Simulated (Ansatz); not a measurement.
The starting structures come from a database of crystals and need not be the phases stable at ambient conditions.

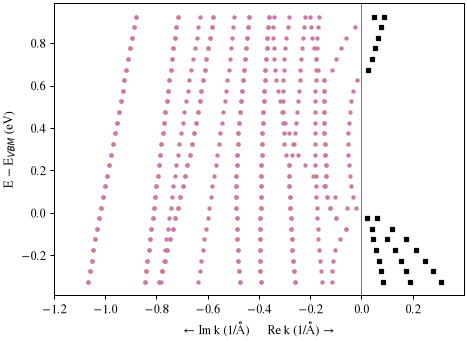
Complex bands at the centre of the two-dimensional zone; PBEsol (Ansatz, a first-principles code)

No gap correction and no spin-orbit coupling; mid-gap values are interpolated between computed energies.

This is Sr(CdP)$_{2}$ (P-3m1, not sure to be the ambient phase, 5 atoms a cell, 24.1 Å³ an atom, -2 GPa at this level) along the normal of (111). Read off the slowest decay at the centre of the two-dimensional zone at 0.33 eV, the computed energy nearest the middle of the gap.

κ ≈ 0.05 1/Å, a decay length 1/(2κ) of the density of 9.7 Å.
